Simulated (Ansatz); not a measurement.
# CH₅ClGaNO: basis-set convergence

How large a basis does CH₅ClGaNO need? Two functionals are run in growing sets.

Program: Ansatz 0.2.0, Gaussian basis. Level of theory: one geometry, several basis sets. These are calculated values, not measurements.

Levels to be run: PBE0-D4/def2-SVP; ωB97M-V/def2-SVP; PBE0-D4/def2-QZVPP; ωB97M-V/def2-QZVPP; the functionals' def2-TZVPP values are taken from earlier runs.

### Step 1. The relaxed structure

All runs share one geometry, relaxed beforehand with PBE0-D4 in a triple-zeta def2 set.

10 atoms, charge 0, spin multiplicity 1.

Atoms are counted from 1 here; the program's logs count them from 0.

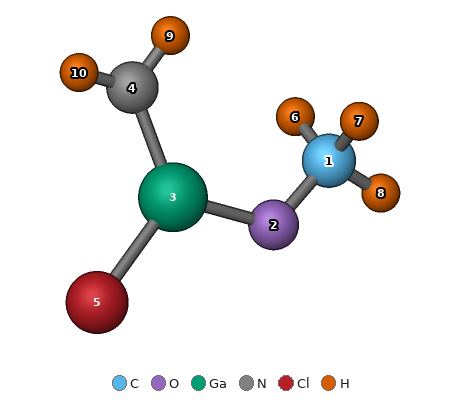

The geometry (carbon blue, oxygen purple, gallium teal, nitrogen grey, chlorine red, hydrogen orange); atoms are numbered from 1 in the order of the file.

### Step 2. PBE0-D4 in def2-SVP

in.yaml reads:

```yaml
crystal:
  periodic: [false, false, false]
  atoms:
    - {symbol: C, position_ang: [-0.168879, -0.713742, -1.568664]}
    - {symbol: O, position_ang: [-0.315054, -1.281968, -0.289854]}
    - {symbol: Ga, position_ang: [-0.081823, -0.318075, 1.179552]}
    - {symbol: N, position_ang: [0.286401, 1.446549, 1.151308]}
    - {symbol: Cl, position_ang: [-0.363164, -1.332666, 3.025250]}
    - {symbol: H, position_ang: [-0.755781, 0.205510, -1.694742]}
    - {symbol: H, position_ang: [0.878865, -0.484283, -1.801396]}
    - {symbol: H, position_ang: [-0.523424, -1.437324, -2.307839]}
    - {symbol: H, position_ang: [0.594551, 1.920238, 0.319735]}
    - {symbol: H, position_ang: [0.531409, 1.944561, 1.989751]}
basis:
  gaussian: {orbitals: def2-SVP}
hamiltonian: {xc: pbe0, dispersion: d4}
output: {orbitals: {seedname: orbitals}}
```

Launch:

```sh
ansatz run in.yaml --threads 4 --pin off --events-out ev --progress --plain --max-ram 10444MiB
```

The program printed:

```text
Functional definition: PBE0
  name "PBE0"
  cite "Adamo & Barone, J. Chem. Phys. 110, 6158 (1999) doi:10.1063/1.478522"
  cite "Perdew, Burke & Ernzerhof, Phys. Rev. Lett. 77, 3865 (1996) doi:10.1103/PhysRevLett.77.3865"
  parent pbe
  parameter a = 0.25
  parameter kappa = 0.804
  parameter beta = 0.06672455060314922
  exchange = (1 - a)*pbe_x(kappa = kappa, mu = beta*pi^2/3) + a*exact_x
  correlation = pbe_c(beta = beta)
1154 factors; integrals over basis functions are off by at most 1.4e-3 eV
mean field evaluation 1: about -69518.3449 eV, gradient 7.1e1 eV
mean field evaluation 2: about -69501.9633 eV, gradient 1.1e2 eV
mean field evaluation 4: about -69528.1653 eV, gradient 4.2e0 eV
mean field evaluation 8: about -69528.3362 eV, gradient 4.9e-1 eV
mean field evaluation 16: about -69528.3363 eV, gradient 1.6e-4 eV
mean field -69528.33630125 eV, -2555.1192310719 hartree, gradient 2.6e-5 eV, S^2 0.000000; 0 other end points of the search recorded, 0 dependent functions left out
reference -69528.33633052 eV, -2555.1192321475 hartree; 37, 37 occupied and 80, 80 virtual orbitals, 1154 factors
Total energy: -69528.52309896 eV, -2555.1260957610 hartree
```

Run time: 1.3 s. Hardware: 4 threads of Arm Neoverse V2, shared host.

### Step 3. ωB97M-V in def2-SVP

Edit in.yaml of step 2 so:

```diff
@@ -15,3 +15,3 @@
   gaussian: {orbitals: def2-SVP}
-hamiltonian: {xc: pbe0, dispersion: d4}
+hamiltonian: {xc: {name: wB97M-V}}
 output: {orbitals: {seedname: orbitals}}
```

The command is unchanged.

The program printed (excerpt; [...] marks lines left out):

```text
Functional definition: wB97M-V
  name "wB97M-V"
  cite "Mardirossian & Head-Gordon, J. Chem. Phys. 144, 214110 (2016) doi:10.1063/1.4952647"
  cite "Becke, J. Chem. Phys. 107, 8554 (1997) doi:10.1063/1.475007"
  cite "Vydrov & Van Voorhis, J. Chem. Phys. 133, 244103 (2010) doi:10.1063/1.3521275"
  # Of w^i u^j: cxij and so on, Table III.
[...]
  gx(w, u) = 1 - cx + cx01*u + cx10*w
  gss(w, u) = css00 + css04*u^4 + css10*w + css20*w^2 + css43*w^4*u^3
  gos(w, u) = cos00 + cos10*w + (cos20 + cos21*u)*w^2 + (cos60 + cos61*u)*w^6
[...]
      + integral(e_c_pw_mod_opposite_spin*gos(b97_w_opposite, b97_u_opposite)) + vv10(b, c)
1154 factors; integrals over basis functions are off by at most 1.4e-3 eV
292 factors; integrals over basis functions are off by at most 7.6e-6 eV
[...]
mean field -69539.28589246 eV, -2555.5216211269 hartree, gradient 7.5e-5 eV, S^2 0.000000; 0 other end points of the search recorded, 0 dependent functions left out
reference -69539.28593850 eV, -2555.5216228189 hartree; 37, 37 occupied and 80, 80 virtual orbitals, 1154 factors
Total energy: -69539.28593850 eV, -2555.5216228189 hartree
```

It took 6 s on 4 threads of Arm Neoverse V2, shared host.

### Step 4. PBE0-D4 in def2-QZVPP

Edit in.yaml of step 3 so:

```diff
@@ -14,4 +14,4 @@
 basis:
-  gaussian: {orbitals: def2-SVP}
-hamiltonian: {xc: {name: wB97M-V}}
+  gaussian: {orbitals: "def2-QZVPP.json"}
+hamiltonian: {xc: pbe0, dispersion: d4}
 output: {orbitals: {seedname: orbitals}}
```

Same command.

The program printed:

```text
Functional definition: PBE0
  name "PBE0"
  cite "Adamo & Barone, J. Chem. Phys. 110, 6158 (1999) doi:10.1063/1.478522"
  cite "Perdew, Burke & Ernzerhof, Phys. Rev. Lett. 77, 3865 (1996) doi:10.1103/PhysRevLett.77.3865"
  parent pbe
  parameter a = 0.25
  parameter kappa = 0.804
  parameter beta = 0.06672455060314922
  exchange = (1 - a)*pbe_x(kappa = kappa, mu = beta*pi^2/3) + a*exact_x
  correlation = pbe_c(beta = beta)
1788 factors; their error is unknown
mean field evaluation 1: about -69533.3160 eV, gradient 8.6e1 eV
mean field evaluation 2: about -69508.0077 eV, gradient 1.4e2 eV
mean field evaluation 4: about -69546.5247 eV, gradient 8.3e0 eV
mean field evaluation 8: about -69546.6430 eV, gradient 2.2e-1 eV
mean field evaluation 16: about -69546.8070 eV, gradient 4.5e-5 eV
mean field -69546.80700746 eV, -2555.7980170053 hartree, gradient 1.7e-5 eV, S^2 0.000000; 0 other end points of the search recorded, 0 dependent functions left out
reference -69546.80704676 eV, -2555.7980184496 hartree; 37, 37 occupied and 443, 443 virtual orbitals, 1788 factors
Total energy: -69546.99381520 eV, -2555.8048820631 hartree
```

Run time: 11 s. Hardware: 4 threads of Arm Neoverse V2, shared host; peak memory 2 GiB.

### Step 5. ωB97M-V in def2-QZVPP

Edit in.yaml of step 4 so:

```diff
@@ -15,3 +15,3 @@
   gaussian: {orbitals: "def2-QZVPP.json"}
-hamiltonian: {xc: pbe0, dispersion: d4}
+hamiltonian: {xc: {name: wB97M-V}}
 output: {orbitals: {seedname: orbitals}}
```

Launched as before.

The program printed (excerpt; [...] marks lines left out):

```text
Functional definition: wB97M-V
  name "wB97M-V"
  cite "Mardirossian & Head-Gordon, J. Chem. Phys. 144, 214110 (2016) doi:10.1063/1.4952647"
  cite "Becke, J. Chem. Phys. 107, 8554 (1997) doi:10.1063/1.475007"
  cite "Vydrov & Van Voorhis, J. Chem. Phys. 133, 244103 (2010) doi:10.1063/1.3521275"
  # Of w^i u^j: cxij and so on, Table III.
[...]
  gx(w, u) = 1 - cx + cx01*u + cx10*w
  gss(w, u) = css00 + css04*u^4 + css10*w + css20*w^2 + css43*w^4*u^3
  gos(w, u) = cos00 + cos10*w + (cos20 + cos21*u)*w^2 + (cos60 + cos61*u)*w^6
[...]
      + integral(e_c_pw_mod_opposite_spin*gos(b97_w_opposite, b97_u_opposite)) + vv10(b, c)
1767 factors; their error is unknown
365 factors; integrals over basis functions are off by at most 3.1e-5 eV
[...]
mean field -69557.78796220 eV, -2556.2015596489 hartree, gradient 1.7e-5 eV, S^2 0.000000; 0 other end points of the search recorded, 0 dependent functions left out
reference -69557.78802517 eV, -2556.2015619630 hartree; 37, 37 occupied and 443, 443 virtual orbitals, 1767 factors
Total energy: -69557.78802517 eV, -2556.2015619630 hartree
```

Wall time 22 s (4 threads of Arm Neoverse V2, shared host); peak memory 2.4 GiB.

### Step 6. Functionals by basis

The def2-TZVPP values come from earlier runs at the same geometry.

```csv
functional,basis,functions,energy (eV),from the largest (eV),HOMO (eV),LUMO (eV)
PBE0-D4,def2-SVP,117,-69528.5231,18.471,-7.54,-0.40
PBE0-D4,def2-TZVPP,253,-69545.1455,1.848,-7.76,-0.65
PBE0-D4,def2-QZVPP,480,-69546.9938,0.000,-7.82,-0.83
ωB97M-V,def2-SVP,117,-69539.2859,18.502,-9.92,1.45
ωB97M-V,def2-TZVPP,253,-69556.0095,1.778,-10.15,1.12
ωB97M-V,def2-QZVPP,480,-69557.7880,0.000,-10.22,0.75
```

### Step 7. Outcome

| quantity | value |
| --- | --- |
| PBE0-D4: double and triple zeta above quadruple | 18.47, 1.85 eV |
| ωB97M-V: double and triple zeta above quadruple | 18.50, 1.78 eV |

In words: For PBE0-D4 the step from double to triple zeta gains 16.62 eV and the next only 1.85 eV. These are total energies; as a rule much of such shifts cancels in differences, which this series doesn't test. The LUMO of ωB97M-V is positive and keeps falling with the basis (1.45 to 0.75 eV): an unbound level that the basis holds in place.

For PBE0-D4 the largest set took about 8 times as long as the smallest (11 s against 1.3 s).
